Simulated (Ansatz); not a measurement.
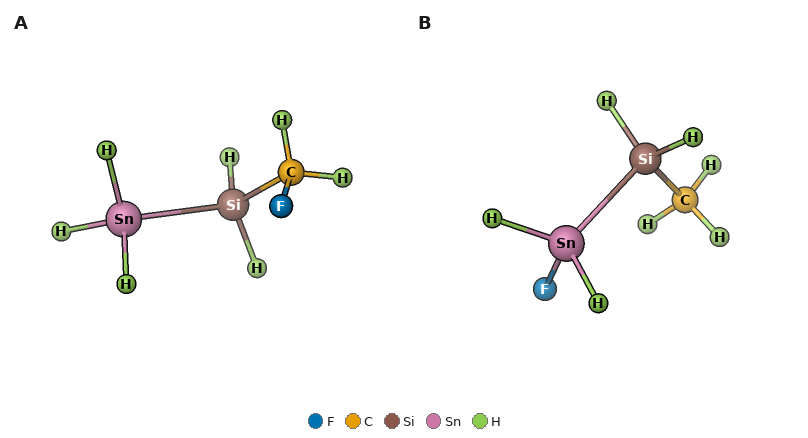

Distant atoms are faded towards the background colour. Computed geometry: PBE-D4/def2-SVP optimisation. No frequency run is at hand to confirm it as a minimum.

Are A and B the same structure? If not, how do they differ?

No. They are constitutional isomers of CH7FSiSn: A is FC[SiH2][SnH3], B is C[SiH2][SnH2][F]
